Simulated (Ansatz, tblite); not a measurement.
# C₁₉H₃₃ClOSi: spin-state energies by level

Is the singlet the ground state of C₁₉H₃₃ClOSi? Other spin states are computed and compared level by level.

Computed with Ansatz 0.2.0, Gaussian basis. Level: as each input shows.

Plan: triplet, at the geometry of the singlet (GFN1-xTB, GFN2-xTB, PBE0-D4/def2-TZVP, PBE-D4/def2-TZVP); the singlet's energies come from earlier runs.

### Step 1. The structure

The geometry is that of the singlet, from an earlier relaxation (PBE-D4/def2-SVP).

55 atoms, charge 0, spin multiplicity 1.

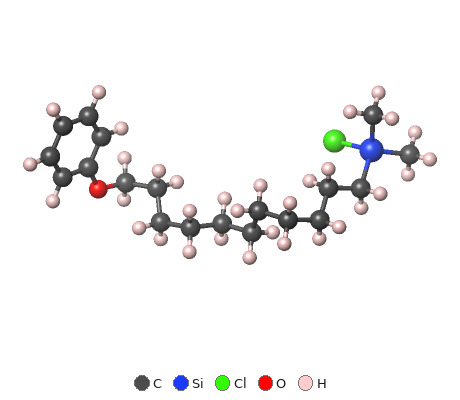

The geometry (carbon dark grey, silicon blue, chlorine green, oxygen red, hydrogen pink).

### Step 2. Triplet at the fixed geometry, GFN1-xTB

Tight binding, by tblite at 300 K electronic temperature and without a spin-polarisation term:

```python
tblite.interface.Calculator('GFN1-xTB', numbers, positions, charge=0, uhf=2).singlepoint()
```

Energy -1869.6893 eV; 0.18 s.

### Step 3. Triplet at the fixed geometry, GFN2-xTB

Tight binding, by tblite at 300 K electronic temperature and without a spin-polarisation term:

```python
tblite.interface.Calculator('GFN2-xTB', numbers, positions, charge=0, uhf=2).singlepoint()
```

Energy -1843.0609 eV; 0.14 s.

### Step 4. Triplet at the fixed geometry, PBE0-D4/def2-TZVP

Input file in.yaml:

```yaml
crystal:
  periodic: [false, false, false]
  atoms:
    - {symbol: C, position_ang: [-7.479473, 1.926126, 0.764637]}
    - {symbol: Si, position_ang: [-5.789391, 1.804046, -0.053529]}
    - {symbol: C, position_ang: [-5.653471, 2.959982, -1.533497]}
    - {symbol: Cl, position_ang: [-4.351323, 2.429606, 1.362700]}
    - {symbol: C, position_ang: [-5.370047, 0.018057, -0.505126]}
    - {symbol: C, position_ang: [-3.957827, -0.198446, -1.067445]}
    - {symbol: C, position_ang: [-3.628796, -1.668980, -1.348862]}
    - {symbol: C, position_ang: [-2.237572, -1.905002, -1.956083]}
    - {symbol: C, position_ang: [-1.049342, -1.402178, -1.120823]}
    - {symbol: C, position_ang: [-0.947300, -2.022564, 0.277460]}
    - {symbol: C, position_ang: [0.244065, -1.528013, 1.109606]}
    - {symbol: C, position_ang: [1.620581, -1.920571, 0.557084]}
    - {symbol: C, position_ang: [2.800153, -1.556521, 1.467194]}
    - {symbol: C, position_ang: [3.001820, -0.050918, 1.671732]}
    - {symbol: C, position_ang: [4.253163, 0.283321, 2.484289]}
    - {symbol: O, position_ang: [5.453489, -0.219133, 1.898003]}
    - {symbol: C, position_ang: [6.014298, 0.431568, 0.838639]}
    - {symbol: C, position_ang: [7.130733, -0.206051, 0.253903]}
    - {symbol: C, position_ang: [7.795212, 0.385048, -0.824577]}
    - {symbol: C, position_ang: [7.362864, 1.619657, -1.341739]}
    - {symbol: C, position_ang: [6.254445, 2.250292, -0.761046]}
    - {symbol: C, position_ang: [5.573869, 1.668410, 0.321929]}
    - {symbol: H, position_ang: [-7.531486, 1.280252, 1.664134]}
    - {symbol: H, position_ang: [-8.275118, 1.603779, 0.060827]}
    - {symbol: H, position_ang: [-7.695884, 2.967776, 1.076178]}
    - {symbol: H, position_ang: [-6.383708, 2.671336, -2.318122]}
    - {symbol: H, position_ang: [-5.860510, 4.007761, -1.237017]}
    - {symbol: H, position_ang: [-4.637919, 2.924087, -1.975672]}
    - {symbol: H, position_ang: [-6.139608, -0.335455, -1.230153]}
    - {symbol: H, position_ang: [-5.515286, -0.599045, 0.410032]}
    - {symbol: H, position_ang: [-3.221105, 0.222657, -0.349468]}
    - {symbol: H, position_ang: [-3.829412, 0.388763, -2.005208]}
    - {symbol: H, position_ang: [-3.736672, -2.248547, -0.404651]}
    - {symbol: H, position_ang: [-4.396127, -2.086952, -2.037673]}
    - {symbol: H, position_ang: [-2.196786, -1.422711, -2.958114]}
    - {symbol: H, position_ang: [-2.111176, -2.994753, -2.142107]}
    - {symbol: H, position_ang: [-1.097084, -0.294337, -1.021372]}
    - {symbol: H, position_ang: [-0.116080, -1.606038, -1.688239]}
    - {symbol: H, position_ang: [-1.881276, -1.812087, 0.842168]}
    - {symbol: H, position_ang: [-0.896176, -3.131969, 0.183179]}
    - {symbol: H, position_ang: [0.151575, -1.927755, 2.144427]}
    - {symbol: H, position_ang: [0.175448, -0.421348, 1.208389]}
    - {symbol: H, position_ang: [1.631925, -3.018708, 0.376894]}
    - {symbol: H, position_ang: [1.778934, -1.451425, -0.439677]}
    - {symbol: H, position_ang: [3.735720, -1.979613, 1.044200]}
    - {symbol: H, position_ang: [2.668215, -2.045233, 2.460173]}
    - {symbol: H, position_ang: [3.051836, 0.454391, 0.682202]}
    - {symbol: H, position_ang: [2.132733, 0.396739, 2.201037]}
    - {symbol: H, position_ang: [4.202617, -0.210566, 3.476861]}
    - {symbol: H, position_ang: [4.336146, 1.378478, 2.667248]}
    - {symbol: H, position_ang: [7.455691, -1.169003, 0.674312]}
    - {symbol: H, position_ang: [8.666003, -0.123666, -1.266282]}
    - {symbol: H, position_ang: [7.885787, 2.082578, -2.191467]}
    - {symbol: H, position_ang: [5.901392, 3.216102, -1.154835]}
    - {symbol: H, position_ang: [4.707219, 2.186784, 0.753352]}
basis:
  gaussian: {orbitals: def2-TZVP, fitting: {mean_field: def2-universal-jkfit}}
magnetization: {spin_polarized: true, initial_magnetization: 2}
hamiltonian: {xc: pbe0, dispersion: d4}
scf: {omitted_lower_state_checks: [starts]}
output: {orbitals: {seedname: orbitals}}
```

Run with:

```
> ansatz run in.yaml --threads 2 --pin off --events-out ev --progress --plain --max-ram 32768MiB --backend cuda --devices 0, --max-vram 18GiB
```

The log of the run:

```text
Functional definition: PBE0
  name "PBE0"
  cite "Adamo & Barone, J. Chem. Phys. 110, 6158 (1999) doi:10.1063/1.478522"
  cite "Perdew, Burke & Ernzerhof, Phys. Rev. Lett. 77, 3865 (1996) doi:10.1103/PhysRevLett.77.3865"
  parent pbe
  parameter a = 0.25
  parameter kappa = 0.804
  parameter beta = 0.06672455060314922
  exchange = (1 - a)*pbe_x(kappa = kappa, mu = beta*pi^2/3) + a*exact_x
  correlation = pbe_c(beta = beta)
these checks for a lower state are left out or cut short: starts
2352 factors; integrals over basis functions are off by at most 8.7e-1 eV
mean field evaluation 1: about -42607.0842 eV, gradient 9.9e1 eV
mean field evaluation 2: about -41491.7054 eV, gradient 2.9e2 eV
mean field evaluation 4: about -42646.8698 eV, gradient 4.3e1 eV
mean field evaluation 8: about -42662.1297 eV, gradient 2.7e0 eV
mean field evaluation 16: about -42662.3033 eV, gradient 1.8e-1 eV
mean field evaluation 32: about -42662.3092 eV, gradient 2.2e-4 eV
mean field -42662.30919545 eV, -1567.8109453811 hartree, gradient 9.7e-6 eV, S^2 2.051276; 0 other end points of the search recorded, 0 dependent functions left out
reference -42662.30927685 eV, -1567.8109483723 hartree; 94, 92 occupied and 798, 800 virtual orbitals, 2352 factors
Total energy: -42663.68528312 eV, -1567.8615156701 hartree
Checks for a lower state left out: starts
```

It took 30 s on 1 × H100 (card shared with other runs) with 2 threads of AMD EPYC 7R13, shared host; peak host memory 1.6 GiB.

HOMO -2.45 eV, LUMO -3.86 eV (over both spins; with the spin held, an empty level of the minority spin lies below the top filled one); ⟨S²⟩ 2.051 (pure: 2.00).

### Step 5. Triplet at the fixed geometry, PBE-D4/def2-TZVP

start.molden holds the orbitals of an earlier run on this state, given as this run's starting guess.

Edit in.yaml of step 4 so:

```diff
@@ -59,5 +59,5 @@
 basis:
-  gaussian: {orbitals: def2-TZVP, fitting: {mean_field: def2-universal-jkfit}}
+  gaussian: {orbitals: def2-TZVP, fitting: {mean_field: def2-universal-jkfit}, initial_orbitals: start.molden}
 magnetization: {spin_polarized: true, initial_magnetization: 2}
-hamiltonian: {xc: pbe0, dispersion: d4}
+hamiltonian: {xc: pbe, dispersion: d4}
 scf: {omitted_lower_state_checks: [starts]}
```

The command is unchanged.

The log of the run:

```text
Functional definition: PBE
  name "PBE"
  cite "Perdew, Burke & Ernzerhof, Phys. Rev. Lett. 77, 3865 (1996) doi:10.1103/PhysRevLett.77.3865"
  parent pbe
  parameter kappa = 0.804
  parameter beta = 0.06672455060314922
  exchange = pbe_x(kappa = kappa, mu = beta*pi^2/3)
  correlation = pbe_c(beta = beta)
these checks for a lower state are left out or cut short: starts
2352 factors; integrals over basis functions are off by at most 8.7e-1 eV
mean field evaluation 1: about -42656.7798 eV, gradient 1.5e1 eV
mean field evaluation 2: about -42657.2452 eV, gradient 5.1e-1 eV
mean field evaluation 4: about -42657.2540 eV, gradient 7.0e-2 eV
mean field evaluation 8: about -42657.2543 eV, gradient 3.2e-5 eV
mean field evaluation 16: about -42657.2543 eV, gradient 8.2e-6 eV
mean field -42657.25428976 eV, -1567.6251810233 hartree, gradient 8.2e-6 eV, S^2 2.015687; 0 other end points of the search recorded, 0 dependent functions left out
reference -42657.25440160 eV, -1567.6251851334 hartree; 94, 92 occupied and 798, 800 virtual orbitals, 2352 factors
Total energy: -42658.85348776 eV, -1567.6839504658 hartree
Checks for a lower state left out: starts
```

Wall time 23 s (1 × H100 (card shared with other runs) with 2 threads of AMD EPYC 7R13, shared host); peak host memory 1.6 GiB.

From the report: HOMO -1.42 eV, LUMO -4.83 eV (over both spins; with the spin held, an empty level of the minority spin lies below the top filled one); ⟨S²⟩ 2.016 (pure: 2.00).

### Step 6. Triplet less singlet, vertical

The singlet's energies are those of its earlier runs, whose logs aren't repeated here.

```tsv
level	triplet less singlet, vertical (kJ/mol)	time
GFN1-xTB	+412.8	0.3 s
GFN2-xTB	+415.2	0.25 s
PBE-D4/def2-TZVP	+375.9	32 s
PBE0-D4/def2-TZVP	+377.1	39 s
```

Times add the two runs; a level without a time comes out of a correlated run. Tight binding without a spin term can't rank spin states.

### Step 7. Results

| quantity | value |
| --- | --- |
| triplet less singlet, vertical, functionals in def2-TZVP | +375.9 (PBE-D4) to +377.1 kJ/mol (PBE0-D4) |

**Reading.** All functionals put the triplet above the singlet, over a spread of 1.2 kJ/mol. The checks for a lower triplet were left out, so another state of that spin may lie lower. These are electronic energies, without zero-point motion, entropy or surroundings.
